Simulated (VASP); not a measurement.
Band structure of NaF (rock salt). These are PBE GGA with D3 dispersion (zero damping), VASP's PBE PAW potentials (set 64) (plane waves; VASP 6.6.1) values and carry that method's errors.

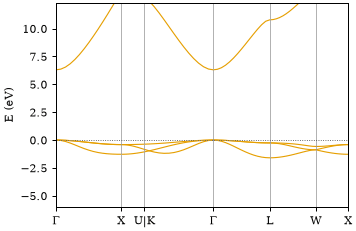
*Bands along high-symmetry lines, zero at the valence-band maximum or, without a gap, the Fermi level*

Problem. Read the plot: is there a gap, and where are the band edges?

Solution. The gap is direct, 6.30 eV, from the valence maximum at Γ to the conduction minimum at Γ. (Edges off the drawn lines would not show.)

Measured: gap 11.70 eV (computed value off by -5.40 eV), as given by David Koller et al., Journal of Physics Condensed Matter (2013), arXiv:1304.4470.

The compound is NaF in the rock salt structure. It was relaxed first.
